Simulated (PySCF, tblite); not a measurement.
# C₃H₈BN− (doublet): geometry, infrared bands and EPR parameters

What infrared bands and EPR parameters should C₃H₈BN− (doublet) (`BN(C)[CH-][CH2]`) show?

Computed with tblite 0.8.0 and PySCF 2.14.0, with density-fitted response routines of our own, on a single molecule in the gas phase. Atoms count from 0, in the outputs and in this text.

## (1) The starting structure

13 atoms, charge -1, multiplicity 2; geometry from: force field or distance geometry start.

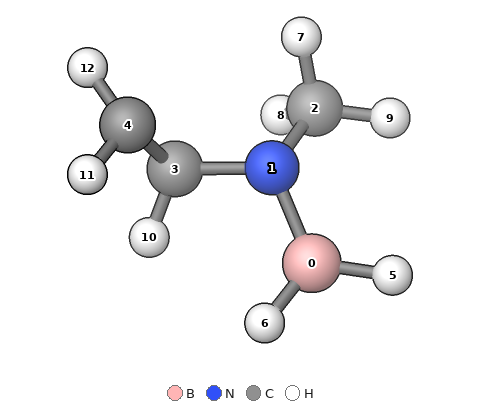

As it starts; boron pink, nitrogen blue, carbon grey, hydrogen white, atoms numbered.

## (2) Geometry optimisation with GFN2-xTB

What the job is given:

```
{"job": {"kind": "relax", "xc": "GFN2-xTB", "basis": "xTB"}, "charge": -1, "multiplicity": 2}
B     -1.019600     1.301700     0.519100
N     -0.327800    -0.025900     0.313800
C     -1.165100    -1.044500    -0.258100
C      0.817600     0.093600    -0.582000
C      2.014800    -0.352700     0.267800
H     -2.049500     1.375900     1.135100
H     -0.337200     2.276800     0.579400
H     -0.718100    -2.023000     0.020800
H     -1.127600    -0.998500    -1.369600
H     -2.208400    -1.018400     0.125700
H      0.941600     1.101100    -0.983300
H      2.682700     0.480000     0.510400
H      2.492100    -1.165600    -0.296800
```

Run with:

```bash
OMP_NUM_THREADS=1 python probes_run.py task.json out
```

One launch serves the whole session: the jobs run in the order shown.

Standard output:

```text
step      E/eV     max force
  0    -399.24504    5.075
  1    -399.82803    3.061
  2    -400.13616    2.185
  3    -400.29195    1.196
  4    -400.39298    0.830
  5    -400.45434    0.798
  6    -400.58554    1.011
  7    -400.66513    0.944
  8    -400.75400    0.890
  9    -400.82498    0.726
 10    -400.90438    0.747
 11    -400.98403    0.711
 12    -401.04483    0.596
 13    -401.08003    0.495
 14    -401.11967    0.575
 15    -401.16740    0.719
 16    -401.19808    0.808
 17    -401.24483    0.657
 18    -401.27679    0.499
 19    -401.32776    0.467
 20    -401.35485    0.513
 21    -401.39894    0.538
 22    -401.42861    0.473
 23    -401.45681    0.442
 24    -401.47006    0.439
 25    -401.47810    0.279
 26    -401.48610    0.269
 27    -401.49515    0.228
 28    -401.50310    0.253
 29    -401.51443    0.278
 30    -401.52198    0.189
 31    -401.52608    0.150
 32    -401.52921    0.147
 33    -401.53260    0.161
 34    -401.53597    0.147
 35    -401.53931    0.129
 36    -401.54288    0.176
 37    -401.54755    0.197
 38    -401.55372    0.231
 39    -401.56059    0.202
 40    -401.56735    0.226
 41    -401.57506    0.256
 42    -401.58540    0.382
 43    -401.59844    0.454
 44    -401.61354    0.373
 45    -401.62960    0.351
 46    -401.64402    0.294
 47    -401.64482    0.750
 48    -401.65806    0.331
 49    -401.66220    0.341
 50    -401.66719    0.210
 51    -401.67153    0.196
 52    -401.67573    0.204
 53    -401.68277    0.246
 54    -401.68711    0.166
 55    -401.68970    0.115
 56    -401.69107    0.113
 57    -401.69247    0.136
 58    -401.69395    0.136
 59    -401.69749    0.104
 60    -401.69941    0.115
 61    -401.70218    0.113
 62    -401.70360    0.096
 63    -401.70469    0.067
 64    -401.70528    0.061
 65    -401.70566    0.051
 66    -401.70594    0.048
 67    -401.70625    0.043
 68    -401.70665    0.043
 69    -401.70713    0.057
 70    -401.70761    0.076
 71    -401.70804    0.067
 72    -401.70836    0.042
 73    -401.70856    0.032
 74    -401.70866    0.021
 75    -401.70872    0.016
 76    -401.70877    0.016
 77    -401.70882    0.021
 78    -401.70887    0.018
 79    -401.70891    0.013
 80    -401.70894    0.015
 81    -401.70896    0.014
 82    -401.70898    0.014
 83    -401.70901    0.013
 84    -401.70903    0.012
 85    -401.70904    0.009
```

Run time: 0.29 s. Hardware: 1 thread of Arm Neoverse V2, shared host.

Step by step: (not every step is listed)

| step | energy from step 0 (eV) | largest force (eV/Å) |
| --- | --- | --- |
| 0 | 0.0000 | 5.0755 |
| 1 | -0.5830 | 3.0612 |
| 2 | -0.8911 | 2.1852 |
| 3 | -1.0469 | 1.1957 |
| 4 | -1.1479 | 0.8297 |
| 5 | -1.2093 | 0.7980 |
| 6 | -1.3405 | 1.0105 |
| 7 | -1.4201 | 0.9440 |
| 8 | -1.5090 | 0.8905 |
| 15 | -1.9224 | 0.7188 |
| 22 | -2.1836 | 0.4731 |
| 29 | -2.2694 | 0.2781 |
| 36 | -2.2978 | 0.1763 |
| 43 | -2.3534 | 0.4543 |
| 50 | -2.4221 | 0.2096 |
| 57 | -2.4474 | 0.1360 |
| 64 | -2.4602 | 0.0612 |
| 71 | -2.4630 | 0.0669 |
| 78 | -2.4638 | 0.0179 |
| 80 | -2.4639 | 0.0147 |
| 81 | -2.4639 | 0.0142 |
| 82 | -2.4639 | 0.0137 |
| 83 | -2.4640 | 0.0134 |
| 84 | -2.4640 | 0.0121 |
| 85 | -2.4640 | 0.0090 |

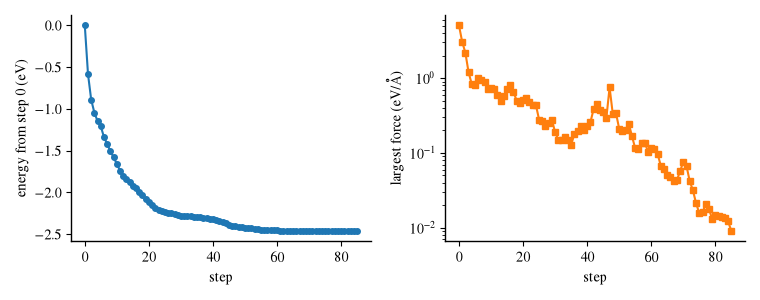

Energy and force, step by step.

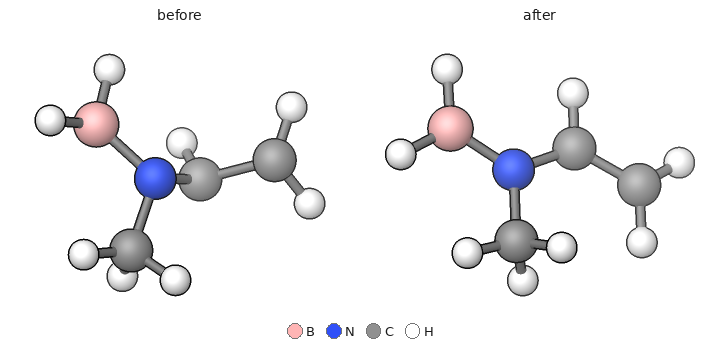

Before and after, at one scale.

Close pairs (by a distance rule), those that changed most:

| bond | before (Å) | after (Å) | change (Å) |
| --- | --- | --- | --- |
| C3–C4 | 1.534 | 1.403 | -0.132 |
| B0–N1 | 1.511 | 1.428 | -0.083 |
| N1–C3 | 1.459 | 1.377 | -0.082 |
| C2–H9 | 1.112 | 1.091 | -0.021 |
| C4–H12 | 1.099 | 1.084 | -0.015 |
| C2–H8 | 1.113 | 1.100 | -0.013 |
| C2–H7 | 1.111 | 1.099 | -0.012 |
| C4–H11 | 1.095 | 1.086 | -0.009 |

The next job starts from the end point, and lists it.

## (3) Harmonic vibrations with GFN2-xTB

What the job is given:

```
{"job": {"kind": "ir", "xc": "GFN2-xTB", "basis": "xTB"}, "charge": -1, "multiplicity": 2}
B     -1.291332     1.385456     0.455313
N     -0.372883     0.341907     0.126698
C     -0.860465    -1.000276    -0.056449
C      0.984324     0.484686    -0.058100
C      1.929715    -0.529655    -0.270554
H     -2.455414     1.123215     0.558746
H     -0.907302     2.503725     0.603399
H     -0.342350    -1.700349     0.613552
H     -0.693818    -1.352876    -1.085246
H     -1.930469    -1.038999     0.152731
H      1.345310     1.485161     0.155684
H      2.939864    -0.215740    -0.515791
H      1.650433    -1.485768    -0.697710
```

Standard output:

```text
mode    cm-1     km/mol
  1     124.7      5.52
  2     206.2      4.27
  3     282.4      7.14
  4     328.9      9.26
  5     362.0     16.41
  6     387.9     34.40
  7     414.6     18.59
  8     450.7     89.14
  9     463.7    108.46
 10     533.3      6.13
 11     682.8     14.29
 12     828.5      1.75
 13     865.1     52.14
 14     996.6     59.20
 15    1062.8     55.27
 16    1110.1      0.13
 17    1169.4     92.37
 18    1202.3    160.70
 19    1265.5     43.89
 20    1300.2     23.01
 21    1402.3      5.71
 22    1452.2     35.84
 23    1486.3      0.58
 24    1523.8      0.67
 25    1597.7     94.31
 26    2325.7    572.60
 27    2402.4    494.53
 28    2836.6    117.91
 29    2881.4     51.00
 30    2963.5    216.60
 31    2978.4     99.58
 32    2983.1    251.88
 33    3003.7    249.95
```

Run time: 0.2 s. Hardware: 1 thread of Arm Neoverse V2, shared host.

Which atoms move in the most intense modes:

| cm⁻¹ | km/mol | atoms |
| --- | --- | --- |
| 464 | 108.5 | H11 59 %, C4 10 % |
| 1202 | 160.7 | N1 28 %, C3 15 %, H9 14 %, C4 14 % |
| 2326 | 572.6 | H5 84 % |
| 2402 | 494.5 | H6 86 % |
| 2837 | 117.9 | H8 67 %, H7 25 % |
| 2964 | 216.6 | H11 82 % |
| 2983 | 251.9 | H12 91 % |
| 3004 | 249.9 | H10 83 % |

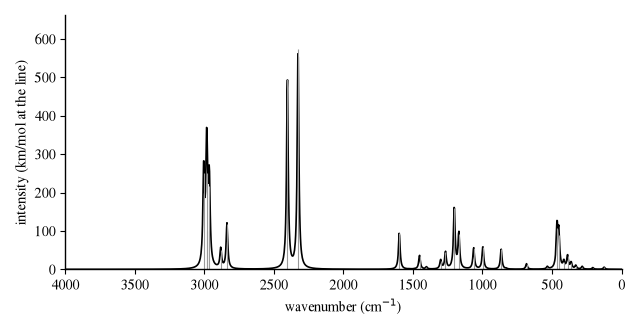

The infrared spectrum from these modes, unscaled. Lines are broadened to a width of 14 cm⁻¹ (Lorentzian).

## (4) EPR parameters: B3LYP/pcH-1

The job, as its differences from that of step 3:

```diff
@@ -1,2 +1,2 @@
-{"job": {"kind": "ir", "xc": "GFN2-xTB", "basis": "xTB"}, "charge": -1, "multiplicity": 2}
+{"job": {"kind": "epr", "basis": "pcH-1"}, "charge": -1, "multiplicity": 2}
 B     -1.291332     1.385456     0.455313
```

Level: UKS B3LYP, pcH-1 on B C H N, non-relativistic, mean-field spin-orbit, GIAO.

Standard output:

```text
UKS, coarse grid
  cycle   1  E = -198.62458534  |g| = 3.80e-01
  cycle   2  E = -198.60062743  |g| = 4.49e-01
  cycle   3  E = -198.71878976  |g| = 7.00e-02
  cycle   4  E = -198.72113681  |g| = 3.93e-02
  cycle   5  E = -198.72204014  |g| = 1.64e-02
  cycle   6  E = -198.72215837  |g| = 3.99e-03
  cycle   7  E = -198.72217185  |g| = 2.04e-03
  cycle   8  E = -198.72217467  |g| = 9.91e-04
UKS, final grid
  cycle   1  E = -198.72209515  |g| = 1.72e-03
  cycle   2  E = -198.72209122  |g| = 3.29e-03
  cycle   3  E = -198.72209669  |g| = 2.78e-04
  cycle   4  E = -198.72209673  |g| = 8.08e-05
  cycle   5  E = -198.72209674  |g| = 3.88e-05
  cycle   6  E = -198.72209674  |g| = 1.34e-05
E = -198.72209674 Eh   <S^2> = 0.7597 (exact 0.7500)
g shifts (ppm)      1          2          3
  rmc           -88        -88        -88
  gc             -0         21         15
  oz_so          -9        -18        496
  total         -97        -85        423
hyperfine (MHz)  atom isotope    a_iso     a_fc   dipolar eigenvalues
    0   11B      32.83      32.83    -30.02    -28.59     58.61
    1   14N      -8.17      -8.17     -4.52      1.95      2.57
    2   13C       2.46       2.46     -0.27     -0.06      0.32
    3   13C      14.56      14.56    -17.57    -15.73     33.30
    4   13C      29.37      29.37    -17.48    -16.54     34.01
    5    1H     -41.06     -41.06    -16.79      6.15     10.63
    6    1H     -38.82     -38.82    -15.64      5.52     10.12
    7    1H      -7.09      -7.09     -2.08      0.19      1.89
    8    1H      -8.34      -8.34     -1.98     -0.17      2.15
    9    1H      -0.88      -0.88     -1.90     -1.62      3.52
   10    1H     -12.16     -12.16     -4.79     -2.72      7.51
   11    1H      -8.52      -8.52     -8.46     -0.15      8.61
   12    1H      -3.78      -3.78     -8.20      0.25      7.95
```

Wall time 30 s (1 thread of Arm Neoverse V2, shared host); peak memory 0.8 GiB.

Principal g values 2.00222, 2.00223, 2.00274; g(iso) = 2.00240, against 2.00232 for a free electron.

Hyperfine couplings; where a row names several nuclei, a(iso) is their mean (it holds for fast rotation or exchange) and the dipolar term the largest among them:

| nuclei | isotope | a(iso) (MHz) | a(iso) (G, at g = 2.0023) | largest dipolar term (MHz) |
| --- | --- | --- | --- | --- |
| H5, H6 | 1H | -39.9 | -14.3 | -16.8 |
| B0 | 11B | 32.8 | 11.7 | 58.6 |
| C4 | 13C | 29.4 | 10.5 | 34.0 |
| C3 | 13C | 14.6 | 5.2 | 33.3 |
| H10 | 1H | -12.2 | -4.3 | 7.5 |
| N1 | 14N | -8.2 | -2.9 | -4.5 |
| H11, H12 | 1H | -6.2 | -2.2 | 8.6 |
| H7, H8, H9 | 1H | -5.4 | -1.9 | 3.5 |
| C2 | 13C | 2.5 | 0.9 | 0.3 |

Mulliken spin populations:

B0 0.85; N1 -0.09; C2 0.00; C3 0.13; C4 0.24; H5 -0.05; H6 -0.05; H7 0.00; H8 0.00; H9 0.00; H10 -0.01; H11 -0.01; H12 -0.01

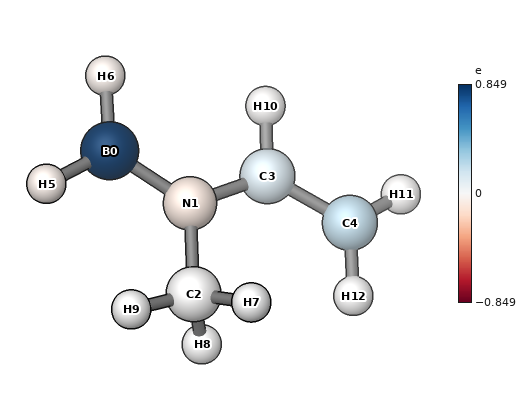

Mulliken spin populations, as colours on the atoms.

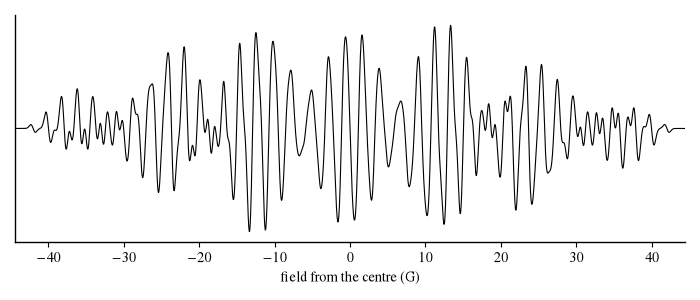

First-order isotropic spectrum (first derivative, main isotopes with spin only, couplings over 0.8 MHz, Gaussian width 0.3 G; couplings of the frozen geometry, rotation of groups not averaged beyond the rows shown).

The fields below are evaluated on a grid from the run's orbitals.

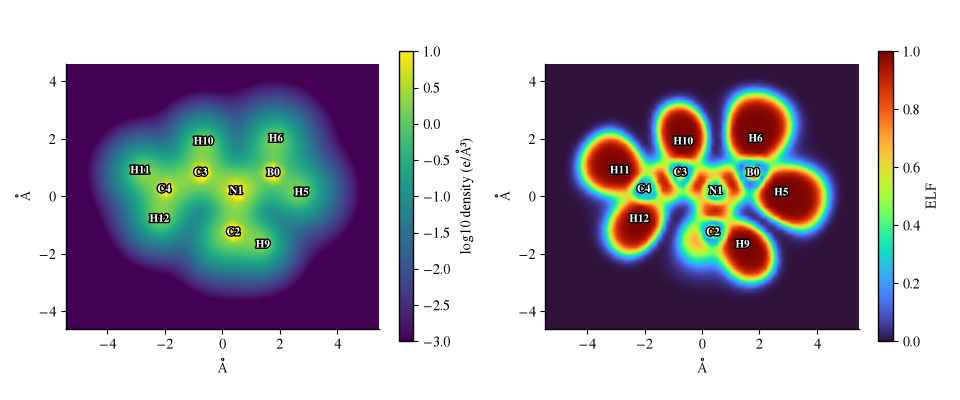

Density (left) and ELF (right) in a plane through or near 11 of the atoms.

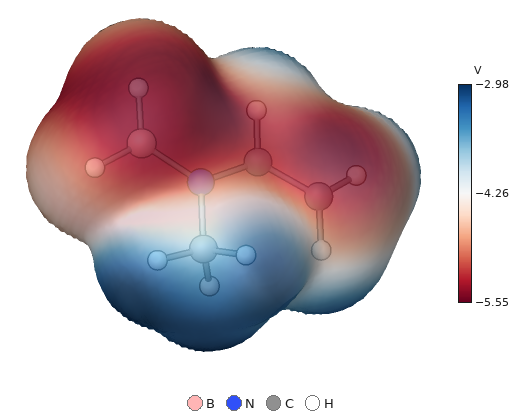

The potential that a unit positive charge feels on the 0.002 e/bohr³ surface, from -5.55 V near B0 to -2.98 V near H9.

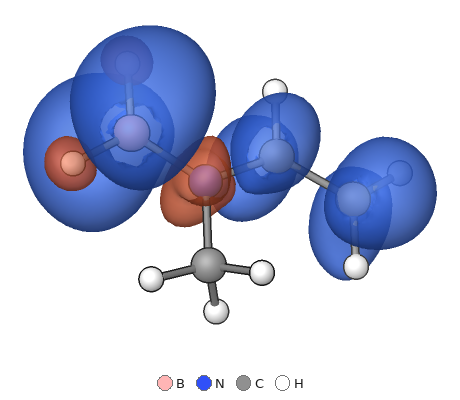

Spin density at ±0.01 e/Å³ (alpha excess blue, beta excess red).

## (5) Outcome

| quantity | value |
| --- | --- |
| strongest single infrared mode (GFN2-xTB) | 2326 cm⁻¹, 573 km/mol |
| zero-point energy (GFN2-xTB) | 62.7 kcal/mol |
| g(iso) (B3LYP) | 2.00240 |
| ⟨S²⟩ | 0.760 (exact 0.75) |
| largest a(iso) (averaged by class) | 1H on H5, H6, -39.9 MHz |

In words: The optimisation took 85 steps and gained 2.464 eV; among the close pairs (by a distance rule), C3–C4 changed most, from 1.534 to 1.403 Å. No mode is imaginary among the 33: a minimum at this level. The strongest single mode, at 2326 cm⁻¹, moves mainly H5. Unscaled tight-binding wavenumbers are off by several per cent, some by more. Its intensities can rank the bands wrongly. Most of the unpaired spin sits on B0 (0.85 e). The isotropic g lies 0.1 ppt above the free-electron value. The records flag this anion as possibly unbound in the gas phase, so the basis may hold the extra electron. The conformer search (at its own cheap level) found a structure 3.1 kcal/mol lower, so these spectra needn't be the molecule's.
